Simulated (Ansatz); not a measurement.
Fields on a plane of Os (hcp, Mg type)

```
CELL_PARAMETERS angstrom
      2.73835     0.00000     0.00000
     -1.36917     2.37148     0.00000
      0.00000     0.00000     4.31593
ATOMIC_POSITIONS crystal
  Os 0.33333 0.66667 0.75000
  Os 0.66667 0.33333 0.25000
```

The slice is a (0001) plane (indices of the conventional cell) through the point (0.333, 0.667, 0.750) (fractional), spanned by u = [110] and v = [1 -1 0] in vectors of this cell: u (2.74 Å) and v (4.74 Å, at 90° to u). It covers one period; positions are fractions (u, v).

Atoms on it: Os at (0.00, 0.00); Os at (0.50, 0.50).

Computed with r2SCAN (plane waves to 500 eV, PAW, scalar-relativistic; Ansatz, a quantum-chemistry and plane-wave program). k mesh 19×19×11. Inside the PAW spheres the values are not all-electron values, and peaks at nuclei hang on which shells count as valence. Os is run without spin polarisation. Os was relaxed with its symmetry unable to fall. Spin-orbit coupling is left out, though Os is heavy.

```
|xxxxxx9977330011221100337799xxxx|
|xxxxxx9966110011221100116699xxxx|
|99999977330000111111000033779999|
|88886633110000111111000011336688|
|44332211000011112211110000112233|
|11111111222222111111222222111111|
|11112233332211000000112233332211|
|33333333221100000000001122333333|
|44443322111122333333221111223344|
|44332211114466778877664411112233|
|33221111447799999999997744111122|
|332211226699xxxxxxxxxx9966221122|
|332211337799xxxxxxxxxx9977331122|
|332211448899xxxxxxxxxx9988441122|
|221100337799xxxxxxxxxx9977330011|
|221100116699xxxxxxxxxx9966110011|
|11110000337799999999997733000011|
|11110000113366888888663311000011|
|22111100001122334433221100001111|
|11112222221111111111111122222211|
|00001122333322111111223333221100|
|00000011223333333333333322110000|
|33332211112233444444332211112233|
|88776644111122334433221111446677|
|99999977441111223322111144779999|
|xxxxxx9966221122332211226699xxxx|
|xxxxxx9977331122332211337799xxxx|
|xxxxxx9988441122332211448899xxxx|
```
Scale: ten equal steps from 0.23 (start of '0') to 0.70 (end of '9'), in the order '0123456789'. Values: electron localisation function (ELF). The map has 16 points along u (two characters each, u = 0 at the left) and 28 along v (v = 0 in the bottom row). Points within 0.5 Å of a nucleus are blanked (x), as the pseudised field means little there.

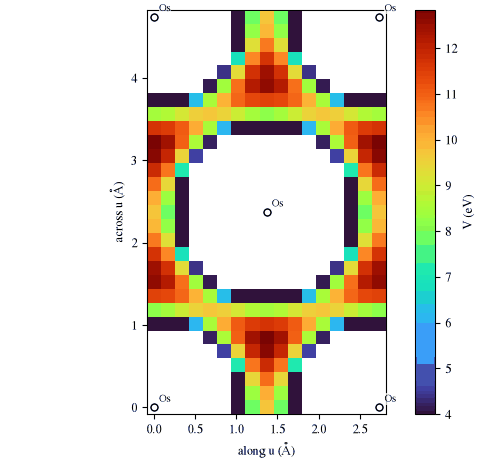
Figure: Electrostatic potential energy of an electron, from the cell's mean, in eV, one period of the plane, atoms marked. Points within 1 Å of a nucleus are left white, as the pseudised field means little there. Values under 4 eV are set to 4. The zero, the cell's mean, hangs on the PAW cores.

| Item | Value |
|---|---|
| Density on the Os–Os line (2.74 Å) at its midpoint | 0.45 e/Å³ |
| ELF at that point | 0.39 |
